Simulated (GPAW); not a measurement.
**Optical response of Ti**

Aim: the dielectric function of Ti, and the optical constants that follow from it.

Main program and level: GPAW 26.7.0; DFT, PBE, plane-wave PAW (GPAW data sets), scalar-relativistic, RPA, optical limit.

## Step 1: Starting point

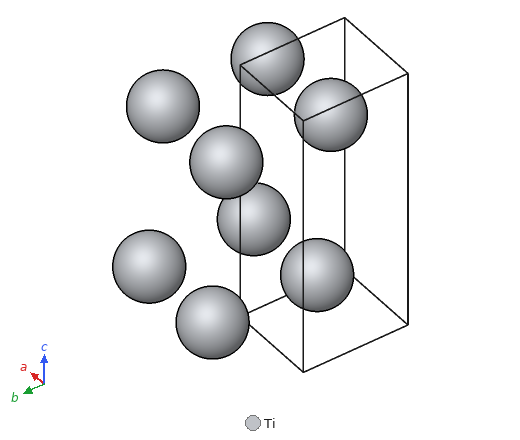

The starting structure, seen from a free direction (titanium light grey). 2×2×1 cells are drawn.

As a file:

```xyz
2
Lattice="2.9500 0.0000 0.0000 -1.4750 2.5548 0.0000 0.0000 0.0000 4.6800" Properties=species:S:1:pos:R:3 pbc="T T T"
Ti    1.4750    0.8516    3.5100
Ti    0.0000    1.7032    1.1700
```

## Step 2: Dielectric function, RPA

Local fields let the induced charge screen the field inside the cell, which as a rule lowers ε, most along directions where the density is uneven.

df.py reads:

```python
from gpaw.response.df import DielectricFunction

df = DielectricFunction('full.gpw', frequencies={'type': 'nonlinear', 'domega0': 0.03, 'omega2': 8},
                        ecut=50,
                        eta=0.15,
                        nbands=31,
                        rate=0.05,
                        txt='df.txt')
for direction in ['x', 'z']:
    df.get_dielectric_function(xc='RPA', direction=direction, filename=f'df_{direction}.csv')
```

Launch:

```bash
OMP_NUM_THREADS=1 python df.py
```

Numbers of over 12 decimals in the logs are rounded to 6 here.

What it wrote:

```text
Using integrator: PointIntegrator
NonLinearFrequencyDescriptor(from 0.000 to 84.484 eV, 525 points)
Nonperiodic BCs:  [False False False]
Using integrator: PointIntegrator
NonLinearFrequencyDescriptor(from 0.000 to 84.484 eV, 525 points)
Nonperiodic BCs:  [False False False]
Using integrator: PointIntegrator

Calculating chi0 body with:
    Ground state adapter containing:
    Number of spins: 1
    Number of kpoints: 4851
    Number of irreducible kpoints: 473
    Number of completely occupied states: 10
    Number of partially occupied states: 14

    Linear response parametrization:
    q_c: [0.0, 0.0, 0.0]
    Number of frequency points: 525
    Planewave cutoff: 50.0
    Number of bands: 31
    Number of planewaves: 23
    Broadening (eta): 0.15

Integrating chi0 body.

Symmetries of q_c:
    Direct symmetries (Uq -> q): 12
    Indirect symmetries (TUq -> q): 0
In total 12 allowed symmetries.

473 groups of equivalent kpoints. 90.249433% reduction.

Integral kind: spectral function

Calculating chi0 optical extensions with:
    Ground state adapter containing:
    Number of spins: 1
    Number of kpoints: 4851
    Number of irreducible kpoints: 473
    Number of completely occupied states: 10
    Number of partially occupied states: 14

    Linear response parametrization:
    Number of frequency points: 525
    Planewave cutoff: 50.0
    Number of bands: 31
    Number of planewaves: 23
    Broadening (eta): 0.15
Integrating chi0 head and wings.

Symmetries of q_c:
    Direct symmetries (Uq -> q): 12
    Indirect symmetries (TUq -> q): 0
In total 12 allowed symmetries.

473 groups of equivalent kpoints. 90.249433% reduction.

Integral kind: spectral function wings

Calculating drude chi0 with:
    Number of frequency points:525
    Plasma frequency decay rate: 0.05 eV

    Ground state adapter containing:
    Number of spins: 1
    Number of kpoints: 4851
    Number of irreducible kpoints: 473
    Number of completely occupied states: 10
    Number of partially occupied states: 14

Symmetries of q_c:
    Direct symmetries (Uq -> q): 12
    Indirect symmetries (TUq -> q): 0
In total 12 allowed symmetries.

473 groups of equivalent kpoints. 90.249433% reduction.

Integral kind: intraband
Plasma frequency:
[[3.46-0.j 0.  +0.j 0.  +0.j]
 [0.  +0.j 3.46-0.j 0.  +0.j]
 [0.  +0.j 0.  +0.j 3.43+0.j]]
```

It took 28 s on 1 thread of AMD EPYC 9R14 (Zen 4), shared host; peak memory 0.24 GiB.

Numbers from this step:

| Property | Result |
| --- | --- |
| main peak of the optical conductivity above 1 eV, first axis | 2.040 eV |

Some rows of df_x.csv (energy; Re and Im without local fields; Re and Im with them):

```text
0.000000, 4868.032980, -0.000000, 4868.001809, -0.000000
0.460735, -10.394945, 31.819180, -10.390929, 31.796052
0.943989, 12.461279, 33.823748, 12.491726, 33.821146
1.451455, 8.816257, 28.957909, 8.704732, 28.912568
1.984998, -0.077451, 26.806952, 0.423625, 27.048488
2.546682, -3.563890, 18.003086, -3.860969, 18.162904
3.138794, -2.398415, 15.035412, -2.461639, 14.959524
3.763875, -4.088559, 13.488955, -4.079799, 13.497627
4.424758, -7.823452, 7.491577, -7.919606, 7.526109
5.124608, -4.136997, 3.462237, -4.181657, 3.458907
5.866977, -0.896492, 2.930630, -0.938838, 2.916839
6.655862, -2.547650, 5.574337, -2.542159, 5.558275
7.495775, -2.277856, 2.626251, -2.221649, 2.710431
8.391833, -0.817634, 1.122303, -0.908239, 1.154459
9.349861, 0.059672, 2.594114, 0.073216, 2.565102
10.376517, -0.742173, 2.496698, -0.744848, 2.579588
11.479449, -1.004892, 1.588173, -1.068682, 1.661478
12.667487, -0.572347, 0.990993, -0.649558, 1.034965
13.950874, -0.379577, 0.772501, -0.452828, 0.812515
```

Table of Im ε by photon energy; read off at these points:

| photon energy (eV) | E ∥ x | E ∥ z |
| --- | --- | --- |
| 1.0 | 33.4 | 41.1 |
| 2.0 | 26.9 | 20.3 |
| 3.0 | 15.0 | 16.8 |
| 4.0 | 13.0 | 12.2 |
| 5.0 | 3.81 | 4.17 |
| 6.0 | 3.35 | 3.93 |
| 6.5 | 5.86 | 5.14 |
| 7.0 | 3.69 | 2.70 |
| 8.0 | 1.34 | 1.18 |
| 9.0 | 1.70 | 2.25 |
| 10.0 | 2.68 | 1.90 |
| 11.0 | 2.06 | 2.16 |
| 12.0 | 1.32 | 1.17 |
| 13.0 | 1.03 | 0.701 |

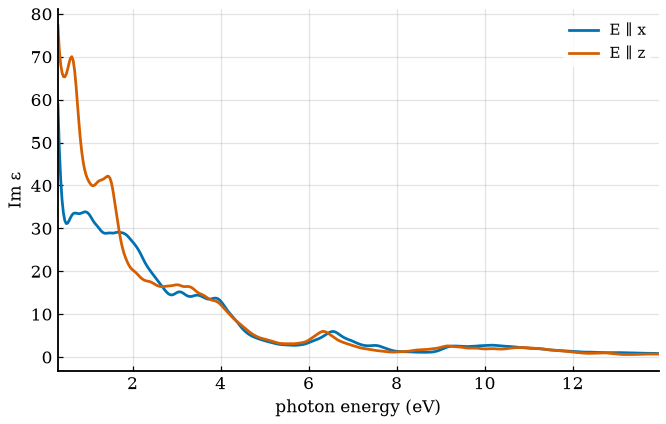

Im ε against photon energy.

The Re ε by photon energy:

```csv
photon energy (eV),E ∥ x,E ∥ z
1,11.5,5.20
2,0.185,-5.07
3,-1.61,-1.97
4,-6.61,-7.37
5,-4.72,-5.26
6,-0.425,-0.936
7,-3.04,-3.42
8,-1.80,-1.16
9,0.634,-0.0440
10,-0.230,-0.656
11,-1.01,-0.856
12,-0.932,-1.12
13,-0.530,-0.718
```

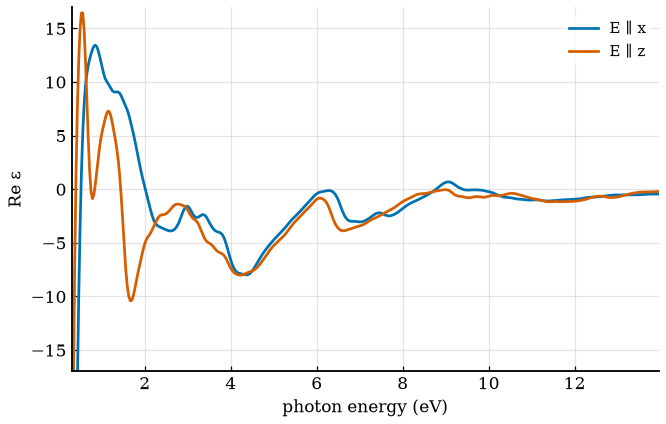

Re ε, plotted against photon energy. Below 1 eV the curve runs off the scale.

The loss function −Im 1/ε at q → 0 has structure finer than the step of the table below, so its rows give means over 0.5 eV, whole bins alone (the curve runs from 0.305 to 14.0 eV). Peaks (eV: height): E ∥ x 5.92: 0.312, 8.77: 0.883; E ∥ z 8.33: 0.620.

Loss function −Im 1/ε at q → 0 against energy loss; means over each step:

```csv
energy loss (eV),E ∥ x,E ∥ z
1.0,0.0274,0.0227
1.5,0.0321,0.0257
2.0,0.0375,0.0452
2.5,0.0516,0.0577
3.0,0.0659,0.0592
3.5,0.0675,0.0598
4.0,0.0627,0.0610
4.5,0.0676,0.0662
5.0,0.105,0.0927
5.5,0.202,0.168
6.0,0.281,0.223
6.5,0.175,0.136
7.0,0.165,0.144
7.5,0.210,0.199
8.0,0.286,0.429
8.5,0.657,0.578
9.0,0.575,0.447
9.5,0.400,0.404
10.0,0.370,0.459
10.5,0.363,0.476
11.0,0.390,0.404
11.5,0.430,0.404
12.0,0.514,0.456
12.5,0.645,0.664
13.0,0.764,0.753
13.5,0.837,1.25
```

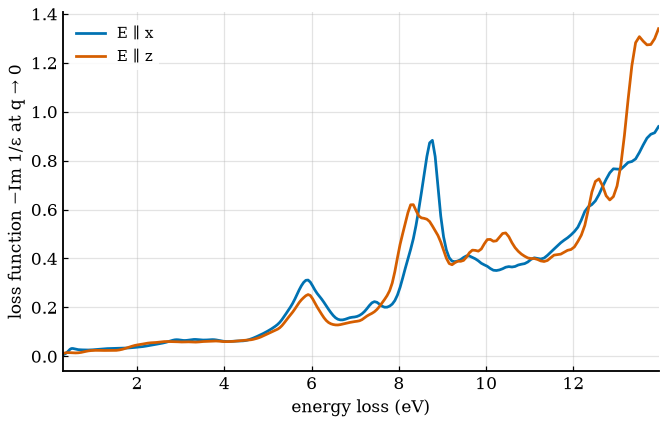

Loss function −Im 1/ε at q → 0, plotted against energy loss.

The refractive index n and extinction k by photon energy:

```csv
photon energy (eV),"n, E ∥ x","k, E ∥ x","n, E ∥ z","k, E ∥ z"
2,3.68,3.65,2.82,3.61
4,2.00,3.26,1.86,3.29
6,1.21,1.38,1.25,1.58
8,0.472,1.42,0.497,1.18
10,1.11,1.21,0.823,1.15
12,0.583,1.13,0.499,1.17
```

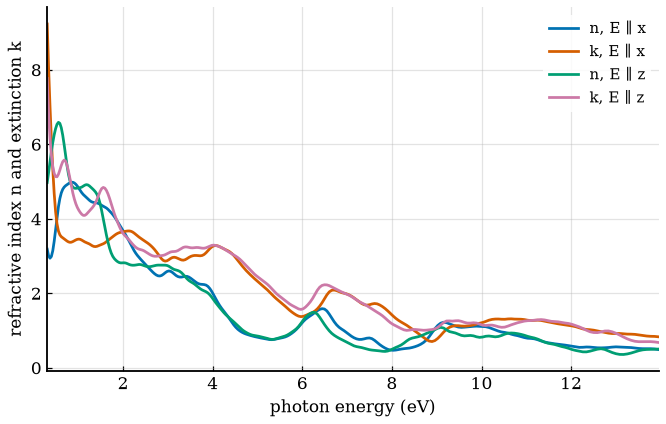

Refractive index n and extinction k against photon energy.

The Im ε, E ∥ x by photon energy; read off at these points:

| photon energy (eV) | without local fields | with local fields |
| --- | --- | --- |
| 1.0 | 33.4 | 33.4 |
| 2.0 | 26.6 | 26.9 |
| 3.0 | 15.0 | 15.0 |
| 4.0 | 13.0 | 13.0 |
| 5.0 | 3.81 | 3.81 |
| 6.0 | 3.37 | 3.35 |
| 6.5 | 5.88 | 5.86 |
| 7.0 | 3.69 | 3.69 |
| 8.0 | 1.27 | 1.34 |
| 9.0 | 1.76 | 1.70 |
| 10.0 | 2.63 | 2.68 |
| 11.0 | 1.98 | 2.06 |
| 12.0 | 1.26 | 1.32 |
| 13.0 | 0.997 | 1.03 |

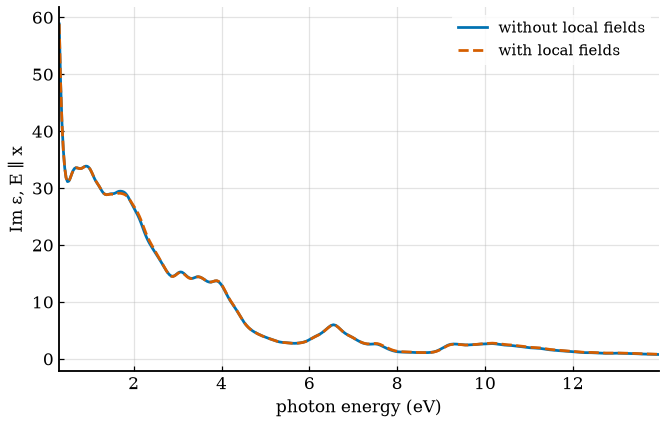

Im ε, E ∥ x, plotted against photon energy.

From ε follow the optical constants at some laser and lamp lines:

```
wavelength (nm)   n x    k x  R (%) x   1/α x   n z    k z  R (%) z   1/α z
           1064  4.59  3.368     56.9   25 nm  4.91  4.109     62.1   21 nm
            800  4.34  3.326     56.1   19 nm  4.04  4.836     66.9   13 nm
            532  3.00  3.532     57.9   12 nm  2.77  3.198     54.7   13 nm
            450  2.48  3.091     54.2   12 nm  2.75  2.996     52.2   12 nm
            405  2.59  2.936     51.8   11 nm  2.69  3.110     53.8   10 nm
            248  0.82  2.322     62.3  8.5 nm  0.85  2.447     63.8  8.1 nm
            193  1.58  1.718     34.2  8.9 nm  1.29  2.197     48.8  7.0 nm
```

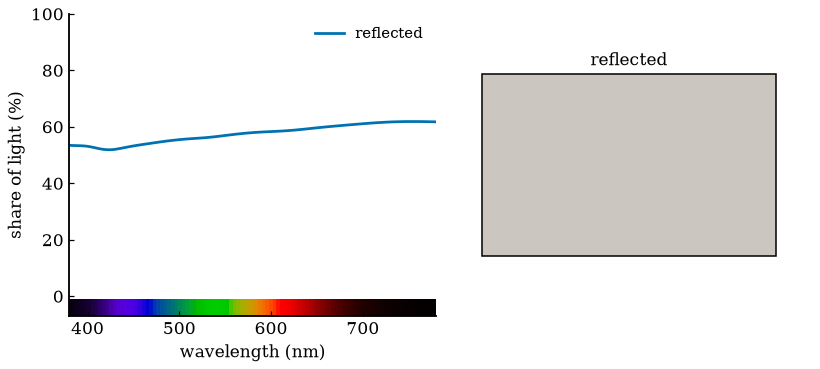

Light reflected across the visible range, with the colour that it makes of daylight (sRGB).

In reflection the computed colour is light grey: x = 0.320, y = 0.336, luminous reflectivity 57 %.

## Step 3: Summary of results

| Quantity | Value |
| --- | --- |
| main peak of the optical conductivity above 1 eV, first axis | 2.04 eV |

**Reading.** At this level (PBE, RPA) Ti is a metal; it reflects 58 % at 550 nm for E ∥ x. In reflection the computed colour is light grey: x = 0.320, y = 0.336, luminous reflectivity 57 %. The carriers' damping of 0.05 eV is typed, not computed; it shapes the response at the lowest energies. The sum runs over mesh points, so small or evenly spaced maxima can still be ripples of the mesh. In this version of GPAW the matrix elements of the optical limit are incomplete, which can lower ε − 1 by up to a tenth where first-row anions or d states rule, and shift it by more in d metals. GPAW's carrier term has the form −ωp²/(ω + i·rate)², which damps like twice the rate and fails at low energy, so the curves leave the lowest energies out.

[Machine, clock and banner lines and Python warnings are left out of the logs.]

[Logs are printed without paths, hosts, clocks, repeated set-up lines and the standing remarks that a program may print on its own settings, such as how far it seeks lower states.]

[Hosts, paths, dates, database ids (printed as entryN), source tags and the programs' standing remarks are cut or masked in the printed files.]
